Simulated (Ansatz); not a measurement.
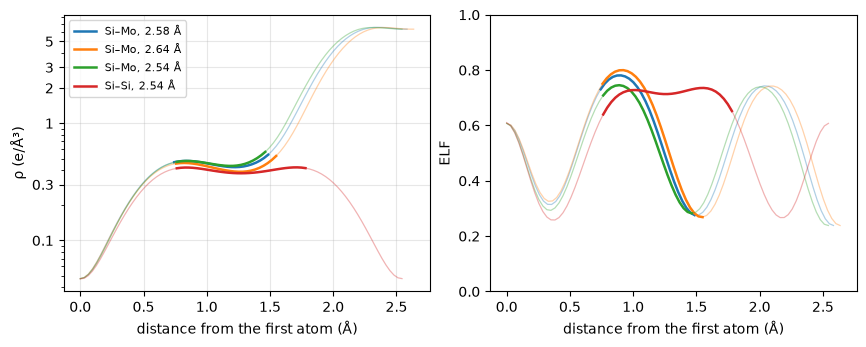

Figure. Si3Mo. Valence charge density (pseudo) and ELF along straight lines between neighbouring atoms. Thin, pale parts lie inside the atomic spheres.

Space group Cmc2₁; a structure generated by program, which may or may not match a known phase; changed on purpose from its base cell (the structure that the rattled cell fell into); computed without spin polarisation.

The calculation used Ansatz, DFT PBE, scalar-relativistic, plane waves, PAW.

The density is the valence pseudo-density of a PAW calculation; it isn't the true density close to the nuclei.

The calculation's input:

```
crystal:
  lattice:
    - [3.8843051031, -2.5160632069, 0.0]
    - [3.8843051031, 2.5160632069, 0.0]
    - [0.0, 0.0, 5.9380341929]
  atoms:
    - { symbol: Si, position: [0.3997038115, 0.6002961885, 0.872230023] }
    - { symbol: Si, position: [0.6002961885, 0.3997038115, 0.372230023] }
    - { symbol: Si, position: [0.0125261498, 0.4215027796, 0.6823065341] }
    - { symbol: Si, position: [0.4215027796, 0.0125261498, 0.1823065341] }
    - { symbol: Si, position: [0.5784972204, 0.9874738502, 0.6823065341] }
    - { symbol: Si, position: [0.9874738502, 0.5784972204, 0.1823065341] }
    - { symbol: Mo, position: [0.1169979282, 0.8830020718, 0.5144177923] }
    - { symbol: Mo, position: [0.8830020718, 0.1169979282, 0.0144177923] }
basis:
  ecutwfc: 420
kpoints:
  mp_grid: { grid: [10, 10, 6] }
hamiltonian:
  xc: pbe
scf:
  occupations: { method: gaussian, width: 0.1 }
output:
  forces: true
  stress: true
  eigenvalues: true
  write_density: true
  write_potential: true
  elf: true
  volumetric_format: npy
relax:
  adjacent_minimum: "off"
  f_tol: 0.01
  max_steps: 80
  cell: { stress_tol: 0.05 }
```

Launched as:

```sh
ansatz run input.yaml --threads 1 --pin off --max-ram 2560MiB --backend cpu --events-out ev --progress --plain --runs-dir out
```

Below, planes, directions and counts refer to the conventional cell (a = 7.82 Å, b = 5.01 Å, c = 5.90 Å, α = 90.00°, β = 90.00°, γ = 90.00°).

The fields are those of the run's last geometry, not of the input's.

What can be read from the curves?

Answer. Si–Mo (2.58 Å): ρ at the midpoint is about 0.43 e/Å³; the ELF peaks at about 0.80 in the valence shell of Si, 0.9 Å from its nucleus, and is about 0.45 at the midpoint.
Si–Mo (2.64 Å): ρ is about 0.39 e/Å³ halfway; the ELF peaks at about 0.80 in the valence shell of Si, 0.9 Å from its nucleus, and is about 0.45 at the midpoint.
Si–Mo (2.54 Å): ρ at the midpoint is about 0.44 e/Å³; the ELF peaks at about 0.75 in the valence shell of Si, 0.9 Å from its nucleus, and is about 0.40 at the midpoint.
Si–Si (2.54 Å): ρ at the midpoint is about 0.37 e/Å³; the ELF peaks at about 0.75 between the atoms.
